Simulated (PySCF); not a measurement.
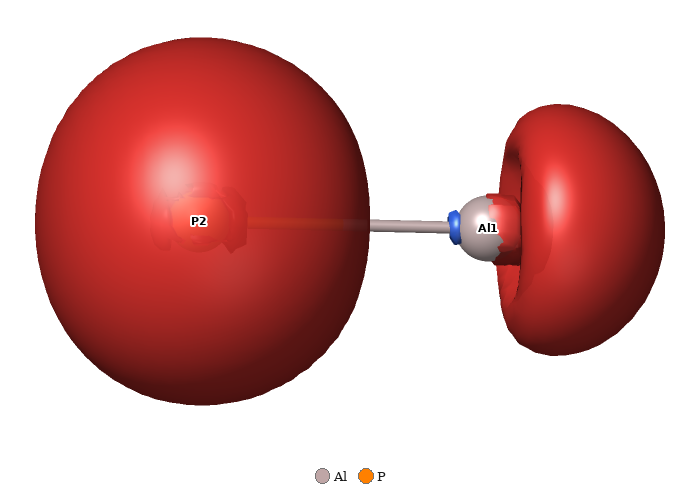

AlP (charge +1, quartet). Isosurfaces of the spin density (α minus β) at +0.04 (red) and −0.04 e/Å³ (blue), seen from one side.

Method: PBE0/pcseg-1, non-relativistic, at a bond length of 2.505 Å in PySCF 2.14.0.

Which atoms carry the spin?

The unpaired spin (3 electrons) lies mostly on P2 (about 2.3) and Al1 (about 0.7), in electrons by Hirshfeld's partition.
